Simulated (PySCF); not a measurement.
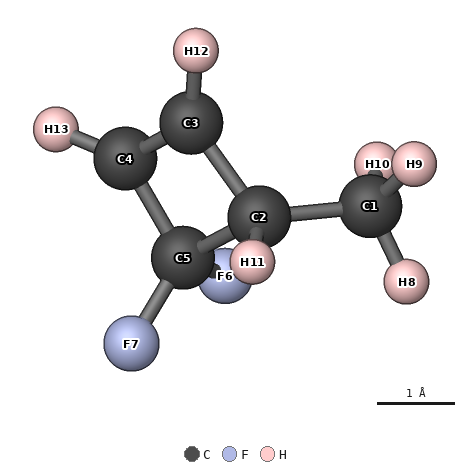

The structure as given in the input (ball-and-stick view, seen at a tilt; atoms are numbered from 1 in the order of the input).

## Two runs on C5H6F2

System: C5H6F2.
Method of run 1: GIAO BLYP/pcSseg-1 NMR shielding, non-relativistic, gas phase (PySCF 2.14.0).

The geometry comes from this level: PBE0-D3(BJ)/def2-SVP. Text and figures count atoms from 1; the logs count them from 0 in places.

Input, run 1:
```
{"job": {"kind": "nmr", "xc": "BLYP", "basis": "pcSseg-1", "pop": false}, "charge": 0, "multiplicity": 1}
C     -1.389133    -0.236270     0.836544
C     -0.476708     0.235782    -0.275586
C      0.660540     1.183121     0.072490
C      1.647532     0.359447    -0.307948
C      0.676225    -0.717827    -0.701924
F      0.750934    -1.864563     0.010485
F      0.676086    -1.076376    -2.003146
H     -2.032929    -1.059368     0.492475
H     -2.040890     0.581957     1.178930
H     -0.807908    -0.597023     1.697786
H     -1.056141     0.561113    -1.156822
H      0.653375     2.193875     0.489315
H      2.736767     0.421177    -0.341634
```

The first line tells a small driver script what to run in PySCF; the rest is the geometry in Å.

Launched with:
```bash
OMP_NUM_THREADS=1 python <driver script> task.json out
```

Hardware: 1 CPU thread, shared host.

Output (run 1):
```
coarse grid: 11328 points
cycle   1  E = -393.4265127562  dE =  8.388e-01  |g| = 8.232e-01  |ddm| = 3.282e+00
cycle   2  E = -393.2105619662  dE =  2.160e-01  |g| = 1.408e+00  |ddm| = 1.504e+00
cycle   3  E = -393.5481442550  dE = -3.376e-01  |g| = 1.445e-01  |ddm| = 9.498e-01
cycle   4  E = -393.5521749691  dE = -4.031e-03  |g| = 5.337e-02  |ddm| = 1.548e-01
cycle   5  E = -393.5527086697  dE = -5.337e-04  |g| = 2.224e-02  |ddm| = 5.593e-02
cycle   6  E = -393.5528155304  dE = -1.069e-04  |g| = 8.738e-03  |ddm| = 2.208e-02
cycle   7  E = -393.5528340510  dE = -1.852e-05  |g| = 2.581e-03  |ddm| = 9.250e-03
cycle   8  E = -393.5528354501  dE = -1.399e-06  |g| = 3.323e-04  |ddm| = 2.599e-03
final grid: 111480 points
cycle   9  E = -393.6338257754  dE = -3.766e-05  |g| = 1.133e-02  |ddm| = 3.376e-02
cycle  10  E = -393.6337624498  dE =  6.333e-05  |g| = 2.182e-02  |ddm| = 2.378e-02
cycle  11  E = -393.6338504991  dE = -8.805e-05  |g| = 1.965e-03  |ddm| = 1.626e-02
cycle  12  E = -393.6338513015  dE = -8.024e-07  |g| = 6.426e-04  |ddm| = 1.984e-03
cycle  13  E = -393.6338513900  dE = -8.857e-08  |g| = 2.626e-04  |ddm| = 6.474e-04
cycle  14  E = -393.6338514069  dE = -1.686e-08  |g| = 2.835e-05  |ddm| = 2.168e-04
cycle  15  E = -393.6338514070  dE = -1.415e-10  |g| = 1.553e-05  |ddm| = 4.154e-05
converged SCF energy = -393.6338514070

GIAO shielding tensors (ppm)
atom      isotropic    diamagn.    paramagn.     s11        s22        s33       span
  0 C      159.474     244.461     -84.987    148.787    154.945    174.691     25.904
  1 C      117.023     249.717    -132.694    106.374    112.264    132.432     26.058
  2 C       18.932     252.657    -233.725   -100.078      8.686    148.187    248.265
  3 C       34.513     254.715    -220.202    -69.736     46.033    127.243    196.980
  4 C       47.195     242.486    -195.290     32.068     37.529     71.989     39.921
  5 F      296.540     474.827    -178.287    198.083    331.518    360.019    161.937
  6 F      277.914     473.208    -195.294    180.636    315.335    337.769    157.133
  7 H       29.971      28.835       1.136     26.161     28.076     35.676      9.514
  8 H       30.187      28.521       1.666     26.380     28.024     36.157      9.777
  9 H       30.458      29.669       0.789     27.156     29.602     34.616      7.460
 10 H       28.239      30.517      -2.277     25.357     28.590     30.772      5.415
 11 H       24.699      31.130      -6.431     22.921     25.373     25.802      2.881
 12 H       25.147      30.960      -5.813     24.289     25.043     26.108      1.819
```

Run 2 used a changed input.

The two runs side by side:

```tsv
quantity	run 1	run 2
outcome	converged	converged
total energy (hartree)	−393.633851	−393.744180
HOMO (eV)	−6.74	−7.87
LUMO (eV)	−1.37	−0.72
dipole moment (D)	2.19	2.38
shielding of C1 (ppm)	159.5	163.6
shielding of C2 (ppm)	117.0	123.3
shielding of C3 (ppm)	18.9	20.3
shielding of C4 (ppm)	34.5	36.4
shielding of C5 (ppm)	47.2	54.8
shielding of F6 (ppm)	296.5	309.7
shielding of F7 (ppm)	277.9	292.0
SCF iterations	15	14
basis functions	149	149
wall time (shared host)	18 s	13 s
```

Which change of the input explains these differences?

The change (lines with − go, lines with + come):
```diff
-"xc": "BLYP"
+"xc": "B3LYP"
```

The total energies belong to different methods, so their difference says nothing on which is more stable or more accurate. The HOMO goes from −6.74 to −7.87 eV. The LUMO goes from −1.37 to −0.72 eV. The dipole moment goes from 2.19 to 2.38 D. Of all shieldings, the largest change is that of F7, by +14.1 ppm. The functional changes from BLYP to B3LYP. Exact exchange removes part of the self-interaction error of semilocal functionals, which pushes filled and empty levels apart. The SCF takes 14 iterations against 15.

Output (run 2):
```
coarse grid: 11328 points
cycle   1  E = -393.5819345451  dE =  9.778e-01  |g| = 7.478e-01  |ddm| = 3.236e+00
cycle   2  E = -393.4953764223  dE =  8.656e-02  |g| = 1.082e+00  |ddm| = 1.079e+00
cycle   3  E = -393.6788232986  dE = -1.834e-01  |g| = 8.937e-02  |ddm| = 6.294e-01
cycle   4  E = -393.6803355674  dE = -1.512e-03  |g| = 3.488e-02  |ddm| = 9.442e-02
cycle   5  E = -393.6805964736  dE = -2.609e-04  |g| = 8.856e-03  |ddm| = 3.199e-02
cycle   6  E = -393.6806110313  dE = -1.456e-05  |g| = 3.994e-03  |ddm| = 8.682e-03
cycle   7  E = -393.6806148196  dE = -3.788e-06  |g| = 1.015e-03  |ddm| = 3.714e-03
final grid: 111480 points
cycle   8  E = -393.7441685616  dE = -2.995e-05  |g| = 7.609e-03  |ddm| = 2.493e-02
cycle   9  E = -393.7441531998  dE =  1.536e-05  |g| = 1.185e-02  |ddm| = 1.409e-02
cycle  10  E = -393.7441799170  dE = -2.672e-05  |g| = 1.048e-03  |ddm| = 8.765e-03
cycle  11  E = -393.7441801668  dE = -2.498e-07  |g| = 2.963e-04  |ddm| = 9.744e-04
cycle  12  E = -393.7441801844  dE = -1.766e-08  |g| = 1.300e-04  |ddm| = 2.799e-04
cycle  13  E = -393.7441801880  dE = -3.533e-09  |g| = 1.602e-05  |ddm| = 9.297e-05
cycle  14  E = -393.7441801880  dE = -4.923e-11  |g| = 6.221e-06  |ddm| = 1.875e-05
converged SCF energy = -393.7441801880

GIAO shielding tensors (ppm)
atom      isotropic    diamagn.    paramagn.     s11        s22        s33       span
  0 C      163.599     244.744     -81.146    153.349    159.363    178.084     24.735
  1 C      123.285     249.297    -126.011    112.341    118.598    138.917     26.576
  2 C       20.301     253.856    -233.554   -105.220     13.663    152.462    257.682
  3 C       36.357     255.843    -219.486    -73.983     51.004    132.051    206.034
  4 C       54.784     242.266    -187.482     38.899     47.637     77.817     38.917
  5 F      309.682     474.782    -165.100    209.879    345.380    373.789    163.910
  6 F      291.999     473.292    -181.293    193.442    331.009    351.545    158.103
  7 H       29.976      28.785       1.191     25.996     27.984     35.948      9.952
  8 H       30.196      28.546       1.650     26.207     27.898     36.484     10.277
  9 H       30.432      29.469       0.963     26.937     29.488     34.870      7.933
 10 H       28.305      30.413      -2.108     25.251     28.511     31.153      5.901
 11 H       24.641      30.860      -6.218     22.887     25.433     25.604      2.717
 12 H       25.105      30.621      -5.516     24.180     24.784     26.351      2.172
```
